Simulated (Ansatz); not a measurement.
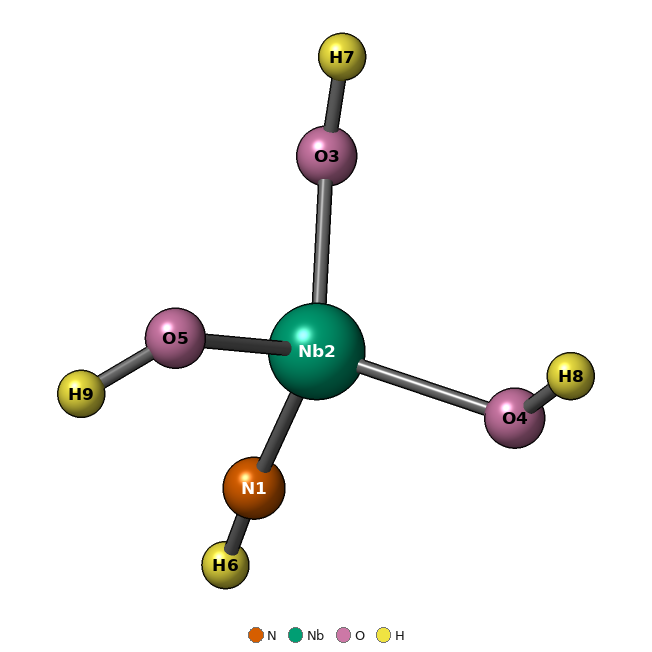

The species is neutral and a spin singlet. Harmonic vibrations computed with RKS PBE0-D4/def2-TZVP, core potentials on Nb (Ansatz 0.2.0) at a stationary point of the same level.

### How many imaginary frequencies does it have?

A minimum: no imaginary frequency, and the lowest mode lies at 137 cm⁻¹.

### How many vibrational modes are there, and where do they lie?

21 modes: 137, 180, 182, 205, 234, 262, 300, 346, 416, 440, 498, 503, 601, 697, 700, 723, 1025, 3667, 3915, 3918, 3931 cm⁻¹.
